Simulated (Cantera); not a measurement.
Feed: 1 mol SiH2Cl2, 33 mol NH3, 39 mol N2, at 1.33 mbar.

Cantera equilibrium calculation (NASA polynomials, part measured and part estimated; ideal gas, pure solids and liquids). Candidate condensed phases: NH4Cl, Si, Si3N4; 28 gas species. The tables' values for SiCl, SiN are old estimates; treat these amounts as uncertain. Gases not in the tables: Si2H6 and higher silanes. The numbers say what is thermodynamically allowed, not how fast it happens.

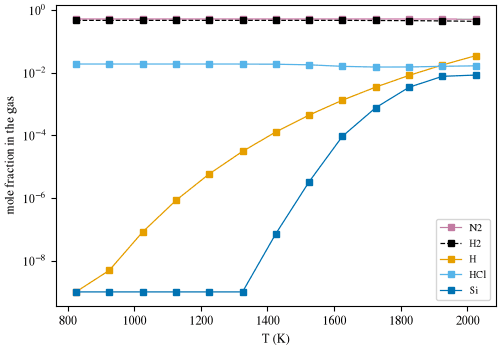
Figure. Equilibrium gas composition (values under 1e-9 drawn at 1e-9)

Problem. Read off the mole fractions at 2025 K.

Solution. N2 about 0.50, H2 about 0.43, H about 0.035, HCl about 0.016, Si about 0.0084.
